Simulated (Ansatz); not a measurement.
# CRu: the cost of one run

Computed with Ansatz 0.2.0 (the levels named in each step, unless a step's input says otherwise).

**1. The system as given**

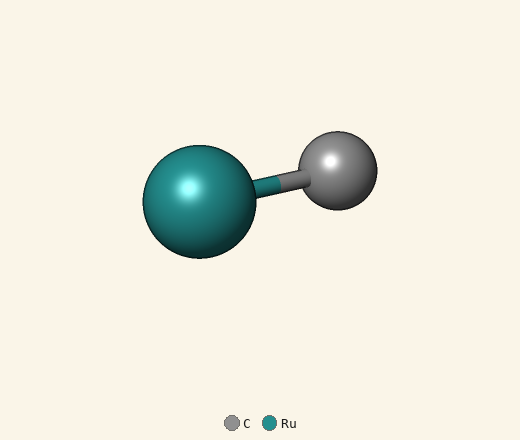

The starting structure, seen from a chosen angle (carbon grey, ruthenium teal).

As a file:

```xyz
2

C     0.0000    0.0000    0.0000
Ru    0.0000    0.0000    1.7590
```

**2. A rough first relaxation, PBE-D4/def2-SVP**

This run stands in another session on the same molecule. It ended at:

```xyz
2

C     0.0000    0.0000    0.0750
Ru    0.0000    0.0000    1.6840
```

**3. Relaxation, HF/def2-SVP**

File input.yaml:

```yaml
crystal:
  periodic: [false, false, false]
  atoms:
    - { symbol: C, position_ang: [0.0, 0.0, 0.07501815] }
    - { symbol: Ru, position_ang: [0.0, 0.0, 1.68398185] }
basis:
  gaussian: { orbitals: def2-SVP }
hamiltonian:
  xc: hf
relax:
  f_tol: 0.002
  max_steps: 150
```

On the command line:

```console
$ ansatz run input.yaml --threads 1 --pin off --max-ram 2560MiB --backend cpu --events-out ev --progress --plain --runs-dir out
```

What time and memory should one allow on 1 thread of Intel Xeon at 2.50GHz (Skylake/Cascade Lake), shared host?

About 11 s, with a peak of 0.091 GiB.
